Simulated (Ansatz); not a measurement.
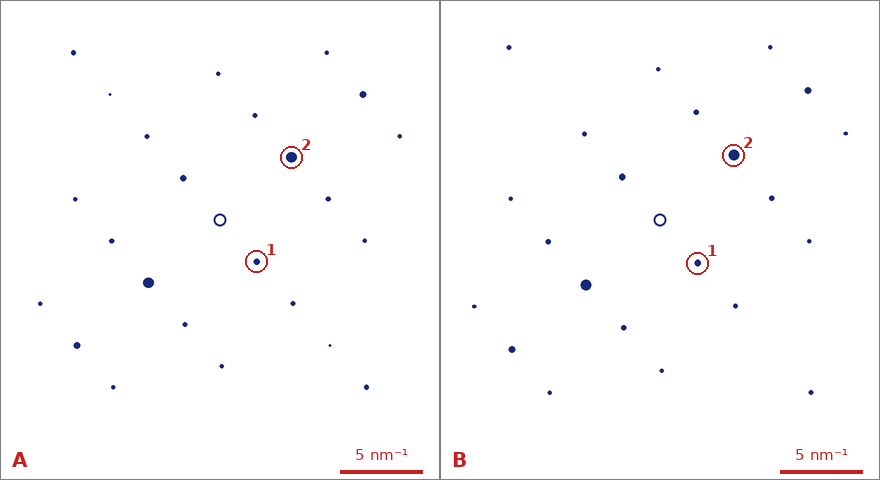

Kinematic electron diffraction patterns (200 kV, B = 0.5 Å², same scale) along [110] of the run's own cell, for the start and the end of one relaxation of Ga3B2 with DFT PBE, scalar-relativistic, plane waves, PAW (Ansatz). k mesh 12×12×12. The start is a generated model structure, and the relaxation ends in the nearest stationary point of its symmetry, not necessarily the ground state. Spot 1 is 0 0 -1 and spot 2 is -1 1 0 in both.

Start structure:

```yaml
crystal:
  lattice:
    - [1.65740, 0.95690, 7.05328]
    - [-1.65740, 0.95690, 7.05328]
    - [0.00000, -1.91380, 7.05328]
  atoms:
    - { symbol: Ga, position: [0.00000, 0.00000, 0.00000] }
    - { symbol: Ga, position: [0.21817, 0.21817, 0.21817] }
    - { symbol: Ga, position: [0.78183, 0.78183, 0.78183] }
    - { symbol: B, position: [0.39563, 0.39563, 0.39563] }
    - { symbol: B, position: [0.60437, 0.60437, 0.60437] }
```

Q: Which pattern belongs to the start structure, and which to the relaxed one?

A: B is the start: its cell gives d(1) = 2.845 Å, d(2) = 1.657 Å and an angle of 90.0°. A is the relaxed structure, with d(1) = 2.933 Å (+3.1 %), d(2) = 1.711 Å (+3.3 %) and 90.0°.

Q: What did the relaxation do to the structure and the energy?

A: The volume changed by +2.1 % to 13.71 Å³ an atom; with the mean shift removed, the atoms moved by up to 0.08 Å relative to the cell (Ga most); the space group stayed R-3m (No. 166); the free energy fell by 8.7 meV an atom. Relaxed cell: a = 7.038 Å, b = 7.038 Å, c = 7.038 Å, α = 28.15°, β = 28.15°, γ = 28.15°.
